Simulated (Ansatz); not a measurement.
Computed with PBE (plane waves to 420 eV, PAW; Ansatz, an electronic-structure program).

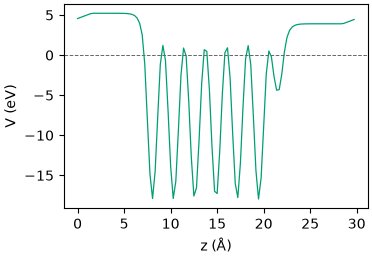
Figure: Plane-averaged electrostatic potential energy along the normal, in eV from the Fermi level, for a constructed model of the (111) surface of fcc Pd, p(2x2) layer of Bi, one a cell, on the site that continues the host's stacking (bottom of the slab: a bare face, its two planes held)

Slab: 25 atoms, 13.9 Å thick at the start; k 8x8x1, smearing 0.1 eV, dipole-corrected; 8 atoms held, the rest relaxed; held to the start's symmetry, so lower structures may exist; no spin, no spin-orbit, no U. It is one candidate, not shown to be the stable structure of the face.

### Question
The surface cell has an area of 26.94 Å². What dipole along the normal does the step between the two vacuum levels imply?

### Answer
the top vacuum level lies 1.31 eV below the bottom one; p = −ε₀ A ΔV (ε₀ = 0.005526 e/(V·Å)) gives 0.20 e·Å a cell.
